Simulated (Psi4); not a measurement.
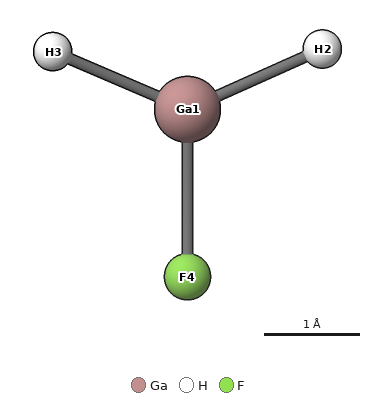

Fig. 1: The structure as given in the input (ball-and-stick view, seen on its broad side; atoms are numbered from 1 in the order of the input). Sticks mark near contacts. Bond lengths as drawn: F–Ga 1.77 Å and Ga–H 1.56 Å.

# Single-point calculation, with input and output: GaH2F

GaH2F, SMILES [H][Ga]([H])[F], computed with MP2/cc-pVTZ, RHF (Psi4 1.11).

The geometry was optimised with TPSS/def2-TZVP.

## Input file (calc.inp)
```
memory 1600 MB

molecule {
  0 1
  Ga     0.10620639     0.17660247     0.00120942
  H      3.02173254    -0.19735166     0.03033199
  H     -1.59195064     2.57578175    -0.03323272
  F     -1.61943482    -2.69415986     0.00881179
  units bohr
}

set basis cc-pVTZ
set freeze_core true

result, w = energy('mp2', return_wfn=True)
```

Launch command:
```bash
psi4 -i calc.inp -o calc.out -n 1
```

## Output
```
Psi4 1.11 release

    SCF Algorithm Type (re)set to DF.

   => Loading Basis Set <=

    Name: CC-PVTZ
    Role: ORBITAL
    Keyword: BASIS

         ---------------------------------------------------------
                                   SCF
                              RHF Reference
                        1 Threads,   1525 MiB Core
         ---------------------------------------------------------

  ==> Geometry <==

    Molecular point group: c1
    Full point group: C1

    Geometry (in Bohr), charge = 0, multiplicity = 1:

       Center              X                  Y                   Z               Mass
    ------------   -----------------  -----------------  -----------------  -----------------
         GA           0.350874619982     0.583711868039    -0.001546278315    68.925573500000
         H            3.266400769982     0.209757738039     0.027576291685     1.007825032230
         H           -1.347282410018     2.982891148039    -0.035988418315     1.007825032230
         F           -1.374766590018    -2.287050461961     0.006056091685    18.998403162730

  Running in c1 symmetry.

  Rotational constants: A =      4.12226  B =      0.34549  C =      0.31878 [cm^-1]
  Rotational constants: A = 123582.13237  B =  10357.62111  C =   9556.66163 [MHz]
  Nuclear repulsion =  107.988758618268690

  Charge       = 0
  Multiplicity = 1
  Electrons    = 42
  Nalpha       = 21
  Nbeta        = 21

  ==> Algorithm <==

  SCF Algorithm Type is DF.
  DIIS enabled.
  MOM disabled.
  Fractional occupation disabled.
  Guess Type is SAD.
  Energy threshold   = 1.00e-08
  Density threshold  = 1.00e-08
  Integral threshold = 1.00e-12

  ==> Primary Basis <==

  Basis Set: CC-PVTZ
    Blend: CC-PVTZ
    Number of shells: 37
    Number of basis functions: 101
    Number of Cartesian functions: 114
    Spherical Harmonics?: true
    Max angular momentum: 3

   => Loading Basis Set <=

    Name: (CC-PVTZ AUX)
    Role: JKFIT
    Keyword: DF_BASIS_SCF

  ==> Integral Setup <==

  DFHelper Memory: AOs need 0.029 GiB; user supplied 1.118 GiB.
  SCF_SUBTYPE=INCORE selected. In-core MEM_DF algorithm will be used.
  Using in-core AOs.

  ==> MemDFJK: Density-Fitted J/K Matrices <==

    J tasked:                   Yes
    K tasked:                   Yes
    wK tasked:                   No
    Memory [MiB]:              1144
    Algorithm:                 Core
    Schwarz Cutoff:           1E-12
    Mask sparsity (%):       0.0000
    Fitting Condition:        1E-10

   => Auxiliary Basis Set <=

  Basis Set: (CC-PVTZ AUX)
    Blend: CC-PVTZ-JKFIT
    Number of shells: 96
    Number of basis functions: 346
    Number of Cartesian functions: 435
    Spherical Harmonics?: true
    Max angular momentum: 4

  Minimum eigenvalue in the overlap matrix is 3.2586435964E-03.
  Reciprocal condition number of the overlap matrix is 7.6794953290E-04.
    Using symmetric orthogonalization.

  ==> Pre-Iterations <==

  SCF Guess: Superposition of Atomic Densities via on-the-fly atomic UHF (no occupation information).

   -------------------------
    Irrep   Nso     Nmo
   -------------------------
     A        101     101
   -------------------------
    Total     101     101
   -------------------------

  ==> Iterations <==

                           Total Energy        Delta E     RMS |[F,P]|

   @DF-RHF iter SAD: -2019.32504788520941   -2.01933e+03   0.00000e+00
   @DF-RHF iter   1: -2022.93534285895407   -3.61029e+00   1.85483e-02 DIIS/ADIIS
   @DF-RHF iter   2: -2023.50473509865742   -5.69392e-01   1.49083e-02 DIIS/ADIIS
   @DF-RHF iter   3: -2023.95128363888352   -4.46549e-01   1.17974e-03 DIIS/ADIIS
   @DF-RHF iter   4: -2023.95560939131974   -4.32575e-03   2.47208e-04 DIIS/ADIIS
   @DF-RHF iter   5: -2023.95580783218611   -1.98441e-04   7.84136e-05 DIIS
   @DF-RHF iter   6: -2023.95584006425406   -3.22321e-05   1.25914e-05 DIIS
   @DF-RHF iter   7: -2023.95584166000003   -1.59575e-06   2.60709e-06 DIIS
   @DF-RHF iter   8: -2023.95584174954752   -8.95475e-08   4.36415e-07 DIIS
   @DF-RHF iter   9: -2023.95584175228464   -2.73712e-09   1.11091e-07 DIIS
   @DF-RHF iter  10: -2023.95584175244517   -1.60526e-10   2.78278e-08 DIIS
   @DF-RHF iter  11: -2023.95584175245608   -1.09139e-11   5.59099e-09 DIIS
  Energy and wave function converged.

  ==> Post-Iterations <==

    Orbital Energies [Eh]
    ---------------------

    Doubly Occupied:

       1A   -378.834605     2A    -48.185467     3A    -42.514752
       4A    -42.511301     5A    -42.510902     6A    -26.224145
       7A     -6.418600     8A     -4.515773     9A     -4.508593
      10A     -4.507654    11A     -1.505356    12A     -1.227616
      13A     -1.227089    14A     -1.222866    15A     -1.219589
      16A     -1.215354    17A     -0.654851    18A     -0.593069
      19A     -0.583733    20A     -0.535474    21A     -0.452178

    Virtual:

      22A      0.036907    23A      0.110066    24A      0.120511
      25A      0.167526    26A      0.172020    27A      0.280219
      28A      0.302280    29A      0.302610    30A      0.340001
      31A      0.344563    32A      0.383048    33A      0.431012
      34A      0.455348    35A      0.584833    36A      0.628726
      37A      0.859382    38A      0.898551    39A      0.932850
      40A      0.934651    41A      1.052284    42A      1.085532
      43A      1.087674    44A      1.101843    45A      1.106903
      46A      1.154312    47A      1.165958    48A      1.172644
      49A      1.202053    50A      1.223541    51A      1.236440
      52A      1.352714    53A      1.361865    54A      1.368556
      55A      1.572673    56A      1.690101    57A      1.829302
      58A      1.890692    59A      2.079640    60A      2.185037
      61A      2.214354    62A      2.370747    63A      2.412781
      64A      2.549407    65A      2.701635    66A      2.768214
      67A      2.962946    68A      3.071641    69A      3.133117
      70A      3.527713    71A      3.552514    72A      3.578858
      73A      3.614078    74A      3.787401    75A      3.787589
      76A      3.822949    77A      4.031364    78A      4.108085
      79A      4.193163    80A      4.215705    81A      4.227224
      82A      4.235349    83A      4.448006    84A      4.693953
      85A      4.930165    86A      5.245368    87A      5.333969
      88A      5.502933    89A      7.461402    90A      7.462131
      91A      7.462487    92A      7.467058    93A      7.472204
      94A      7.484649    95A      7.513492    96A      8.966764
      97A      8.984439    98A      9.159421    99A      9.235247
     100A      9.253215   101A     11.692818

    Final Occupation by Irrep:
              A
    DOCC [    21 ]
    NA   [    21 ]
    NB   [    21 ]

  @DF-RHF Final Energy: -2023.95584175245608

   => Energetics <=

    Nuclear Repulsion Energy =            107.9887586182686903
    One-Electron Energy =               -3041.5512671160126956
    Two-Electron Energy =                 909.6066667452881802
    Total Energy =                      -2023.9558417524558536

Computation Completed

Properties will be evaluated at   0.000000,   0.000000,   0.000000 [a0]

Properties computed using the SCF density matrix

 Multipole Moments:

 ------------------------------------------------------------------------------------
     Multipole            Electronic (a.u.)      Nuclear  (a.u.)        Total (a.u.)
 ------------------------------------------------------------------------------------

 L = 1.  Multiply by 2.5417464519 to convert [e a0] to [Debye]
 Dipole X            :          0.0909184            0.4233323            0.5142507
 Dipole Y            :          0.1512313            0.7042626            0.8554939
 Dipole Z            :         -0.0004371           -0.0018419           -0.0022790
 Magnitude           :                                                    0.9981628

 ------------------------------------------------------------------------------------

	total time  =          3 seconds =       0.05 minutes

  //>>>>>>>>>>>>>>>>>>>>>>>>>>>>>>>>>>>//
  //               DFMP2               //
  //<<<<<<<<<<<<<<<<<<<<<<<<<<<<<<<<<<<//

   => Loading Basis Set <=

    Name: (CC-PVTZ AUX)
    Role: RIFIT
    Keyword: DF_BASIS_MP2

	 --------------------------------------------------------
	                          DF-MP2
	      2nd-Order Density-Fitted Moller-Plesset Theory
	              RMP2 Wavefunction,   1 Threads

	 --------------------------------------------------------

   => Auxiliary Basis Set <=

  Basis Set: (CC-PVTZ AUX)
    Blend: CC-PVTZ-RI
    Number of shells: 81
    Number of basis functions: 307
    Number of Cartesian functions: 397
    Spherical Harmonics?: true
    Max angular momentum: 5

	 --------------------------------------------------------
	                 NBF =   101, NAUX =   307
	 --------------------------------------------------------
	   CLASS    FOCC     OCC    AOCC    AVIR     VIR    FVIR
	   PAIRS      10      21      11      80      80       0
	 --------------------------------------------------------

	-----------------------------------------------------------
	 ==================> DF-MP2 Energies <====================
	-----------------------------------------------------------
	 Reference Energy          =   -2023.9558417524560809 [Eh]
	 Singles Energy            =      -0.0000000000000000 [Eh]
	 Same-Spin Energy          =      -0.1083960589762684 [Eh]
	 Opposite-Spin Energy      =      -0.3131507072912346 [Eh]
	 Correlation Energy        =      -0.4215467662675030 [Eh]
	 Total Energy              =   -2024.3773885187235919 [Eh]
	-----------------------------------------------------------
	 ================> DF-SCS-MP2 Energies <==================
	-----------------------------------------------------------
	 SCS Same-Spin Scale       =       0.3333333333333333 [-]
	 SCS Opposite-Spin Scale   =       1.2000000000000000 [-]
	 SCS Same-Spin Energy      =      -0.0361320196587561 [Eh]
	 SCS Opposite-Spin Energy  =      -0.3757808487494815 [Eh]
	 SCS Correlation Energy    =      -0.4119128684082376 [Eh]
	 SCS Total Energy          =   -2024.3677546208643889 [Eh]
	-----------------------------------------------------------

	total time  =          0 seconds =       0.00 minutes

    Psi4 run time: 0:00:02.65
```

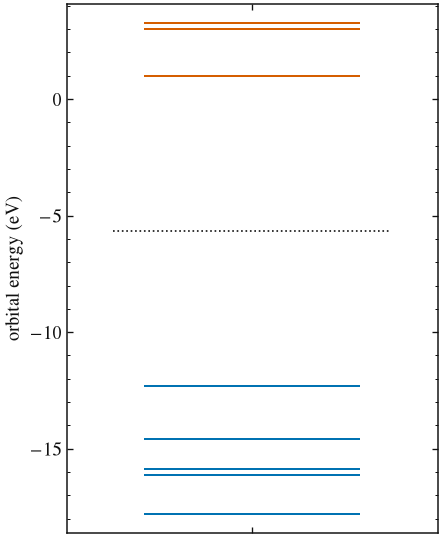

Fig. 2: Orbital energies near the frontier (SCF reference); the dotted line parts filled from empty levels, and levels within 0.02 eV of each other stand side by side. Highest filled −12.30 eV, lowest empty 1.00 eV, 13.30 eV apart.

## Summary

| quantity | value |
| --- | --- |
| outcome | converged |
| total energy | −2024.377389 hartree |
| SCF energy | −2023.955842 hartree |
| MP2 energy | −2024.377389 hartree |
| correlation energy | −0.421547 hartree |
| basis functions | 101 |
| HOMO of the SCF reference | −12.30 eV |
| LUMO of the SCF reference | 1.00 eV |
| hardware | 1 thread of Intel Xeon (Granite Rapids), 64 GiB of memory available, shared host |
| wall time | 3.6 s |
| peak memory | 0.6 GiB |
